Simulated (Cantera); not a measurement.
Feed: 1 mol SiHCl3, 0.35 mol N2, 3.8 mol H2, equilibrated at 0.400 bar.

Cantera equilibrium calculation (NASA polynomials, part measured and part estimated; ideal gas, pure solids and liquids). Candidate condensed phases: NH4Cl, Si, Si3N4; 28 gas species. N2 is the only nitrogen source here; it is nearly inert below about 1500 K, so the nitride shown seldom forms there in practice. The tables' values for SiCl3 are old estimates; treat these amounts as uncertain. Rates play no part.

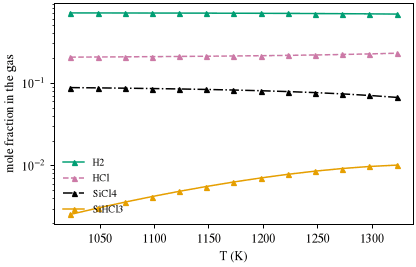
Equilibrium gas composition (values under 1e-9 drawn at 1e-9)

Question: Read off the mole fractions at 1048 K.

Answer: H2 about 0.70, HCl about 0.21, SiCl4 about 0.087, SiHCl3 about 0.0030.
